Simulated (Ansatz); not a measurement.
**Ligand exchange: SiH2(CH3)2 + GaH2(NH2) → SiH2(CH3)(NH2) + GaH2(CH3)**

Species: SiH2(CH3)2 (dimethylsilane), singlet; GaH2(NH2), singlet; SiH2(CH3)(NH2), singlet; GaH2(CH3), singlet. The partners trade CH3 for NH2: Si–CH3 and Ga–NH2 bonds give way to Si–NH2 and Ga–CH3.

Shapes, held fixed at every level: PBE0-D4/def2-TZVP. Flexible molecules stand in one conformer, not always the lowest. Programs: Ansatz 0.2.0. Electronic energies: no zero-point or thermal term.

```tsv
level	kind	ΔE (kJ/mol)	less CCSD(T)/def2-TZVPP	CPU time (sum over the molecules)
PBE-D4/def2-TZVPP	GGA	+23.1	+2.6	15 s
B3LYP-D4/def2-TZVPP	global hybrid	+18.9	-1.6	23 s
BHLYP-D4/def2-TZVPP	global hybrid	+15.6	-4.9	16 s
wB97M-V/def2-TZVPP	range-separated hybrid	+17.2	-3.3	60 s
CCSD/def2-SVP	coupled cluster or CI	+32.3	+11.8	–
CCSD/def2-TZVPP	coupled cluster or CI	+18.7	-1.8	–
CCSD(T)/def2-TZVPP	coupled cluster or CI	+20.5	0.0	3.6 min
```

The highest level, CCSD(T)/def2-TZVPP, gives ΔE = +20.5 kJ/mol; the levels span +15.6 to +32.3. The column of differences is taken from that level and isn't an error. No measured value is set beside it here. Relativity is left out for Ga unless named. Correlated rows may include outer-core shells of Ga, which these sets cover unevenly. Times are processor times on shared x86 and Arm servers, and rough.

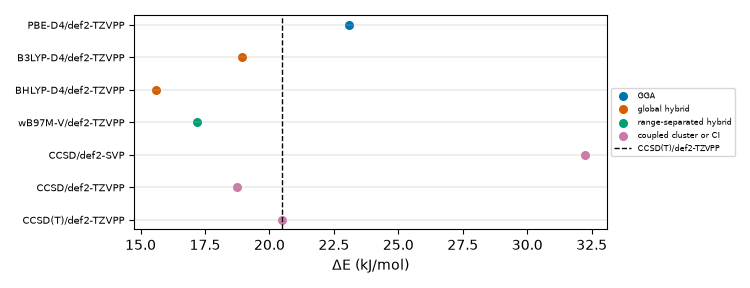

The values of the table, level by level.
